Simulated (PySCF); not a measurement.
BrFGeH2

```xyz
5

F    -0.9049    1.3948   -0.1335
Ge   -0.1080   -0.1444    0.0044
Br    2.1042    0.2924    0.0350
H    -0.5787   -0.6735    1.3286
H    -0.5040   -0.8665   -1.2516
```

Geometry: GFN2-xTB.

Level of theory: PBE0/def2-SVPD, SCF density, gas phase in PySCF.

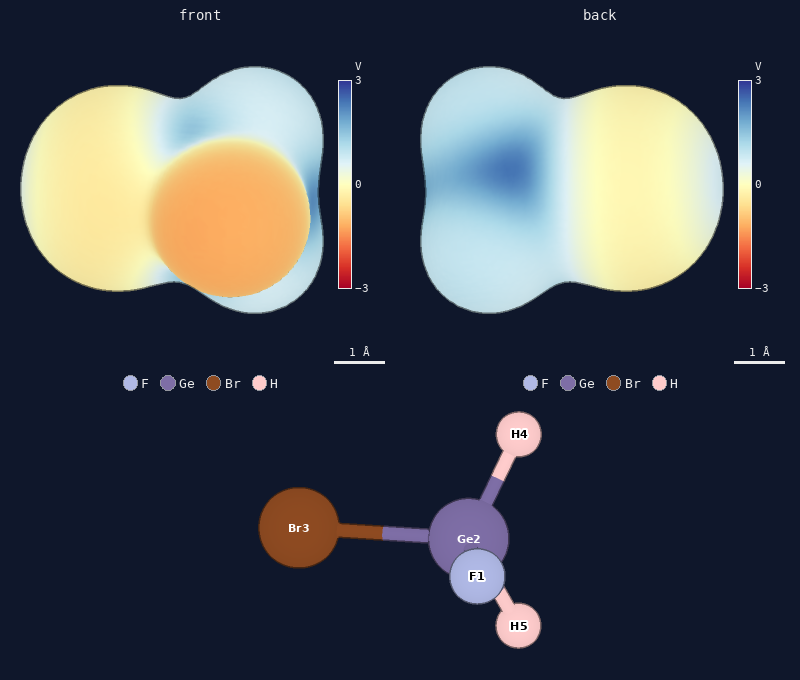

Figure 1. The electrostatic potential painted on the density surface at 0.002 e/bohr³, seen from the front and from behind; red is negative and blue positive. The bare structure is drawn below in the same view.

> Describe the electrostatic potential map.

The most negative region (about −1.2 V, or −28 kcal/mol for a unit charge) lies over F1, the most positive (about +2.3 V, or +53 kcal/mol for a unit charge) over Ge2. Br3 shows a σ-hole: about +0.7 V, or +16 kcal/mol for a unit charge at the tip opposite its bond, against about −0.2 V on its flanks.

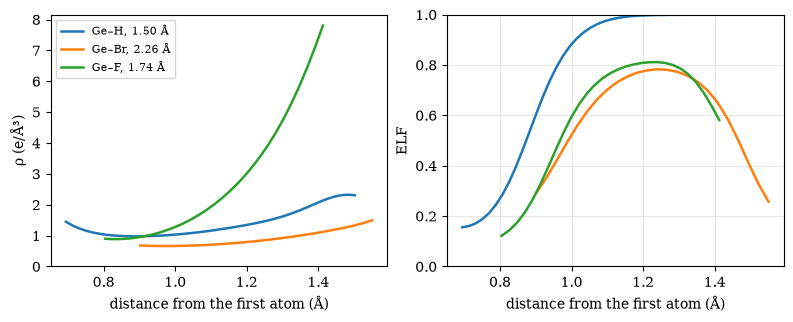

Figure 2. Total electron density and ELF along straight lines between neighbouring atoms. The curves leave out the atomic cores.

> What can be read from the curves?

Ge–H (1.50 Å): ρ at the midpoint is about 1.2 e/Å³; the ELF climbs to about 1 towards the hydrogen.
Ge–Br (2.26 Å): ρ at the midpoint is about 0.73 e/Å³; the ELF peaks at about 0.80 in the valence shell of Br, 1.0 Å from its nucleus, and is about 0.75 at the midpoint.
Ge–F (1.74 Å): ρ is about 0.91 e/Å³ halfway; the ELF peaks at about 0.80 in the valence shell of F, 0.5 Å from its nucleus, and is about 0.20 at the midpoint.
